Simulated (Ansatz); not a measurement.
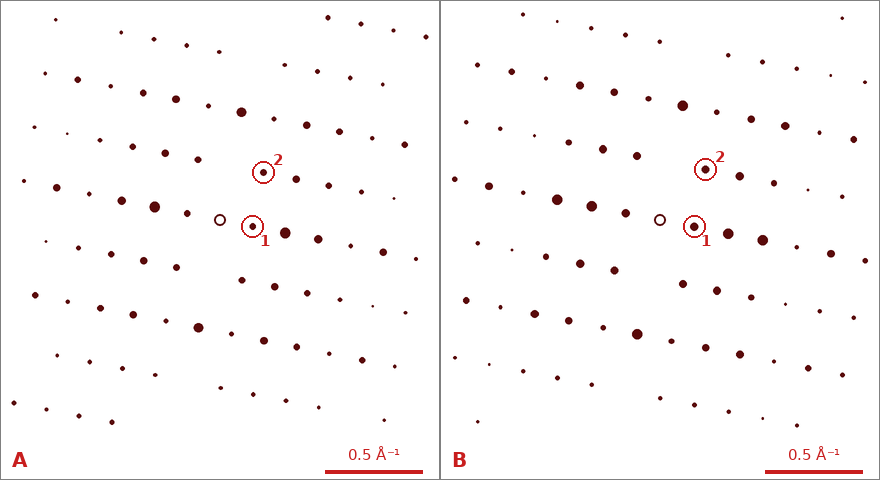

Kinematic electron diffraction patterns (120 kV, B = 0.5 Å², same scale) along [101] of the run's own cell, for the start and the end of one relaxation of CsP2 with DFT PBE, scalar-relativistic, plane waves, PAW in Ansatz 0.2.0. k mesh 10×8×4. The start is a generated model structure, and the relaxation ends in the nearest stationary point of its symmetry, not necessarily the ground state. Spot 1 is 0 -1 0 and spot 2 is 1 -1 -1 in both.

Start structure:

```
CELL_PARAMETERS angstrom
3.75881 0.00000 0.00000
0.00000 5.80173 0.00000
0.00000 0.00000 10.10363
ATOMIC_POSITIONS crystal
Cs 0.50000 0.00000 0.25000
Cs 0.50000 0.00000 0.75000
P 0.24602 0.59738 0.00000
P 0.75398 0.40262 0.00000
P 0.75398 0.59738 0.50000
P 0.24602 0.40262 0.50000
```

Which pattern belongs to the start structure, and which to the relaxed one?

Answer. A is the start: its cell gives d(1) = 5.802 Å, d(2) = 3.011 Å and an angle of 58.7°. B is the relaxed structure, with d(1) = 5.547 Å (-4.4 %), d(2) = 2.846 Å (-5.5 %) and 59.1°.

Name reflections whose intensity changes strongly on relaxation.

Answer. 0 3 0 goes from 42 to 94 % of the strongest spot; 0 1 0 goes from 15 to 34 % of the strongest spot; 1 1 -1 goes from 16 to 32 % of the strongest spot.

Summarise the relaxation behind the change.

Answer. The volume changed by -5.7 % to 34.64 Å³ an atom; with the mean shift removed, the atoms moved by up to 0.13 Å relative to the cell (P most); the space group stayed Pccm (No. 49); the free energy fell by 64 meV an atom. Relaxed cell: a = 3.486 Å, b = 5.547 Å, c = 10.748 Å, α = 90.00°, β = 90.00°, γ = 90.00°.
